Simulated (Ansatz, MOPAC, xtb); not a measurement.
CH3F (SMILES CF) and CH2O (SMILES C=O) are pulled apart as rigid monomers along the line of their centres of mass, from the B3LYP-D3(BJ)/def2-TZVP minimum. Starting geometry (charge 0, multiplicity 1):
```xyz
9

C     -0.54142    -0.18691    -0.15051
F     -0.44071     1.03880     0.51342
H     -0.57961    -0.98034     0.59482
H     -1.45220    -0.17877    -0.74913
H      0.33354    -0.30306    -0.79001
C     -0.38907     0.41972     3.21131
O     -0.47167    -0.77692     3.15020
H     -1.28265     1.06748     3.27483
H      0.58542     0.94172     3.21160
```

Interaction energies with rigid monomers; basis-set methods are counterpoise corrected unless marked otherwise.

Frozen-core correlation. The state reached by AM1 isn't checked.

Run with Ansatz (Gaussian basis) for Hartree–Fock, density functionals and correlated methods; MOPAC for AM1 (differences of heats of formation); xtb for the GFN methods. Values without a source in brackets are computed.

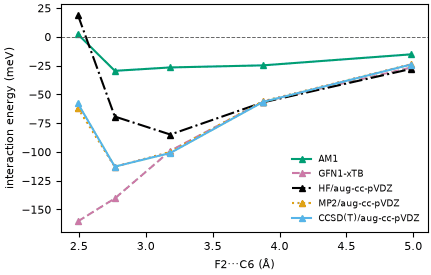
Figure. Interaction energy against separation

**Question.** Which level binds most strongly at F2···C6 = 2.77, and by how much?

**Answer.** GFN1-xTB, -140 meV.

Ansatz is an electronic-structure program.
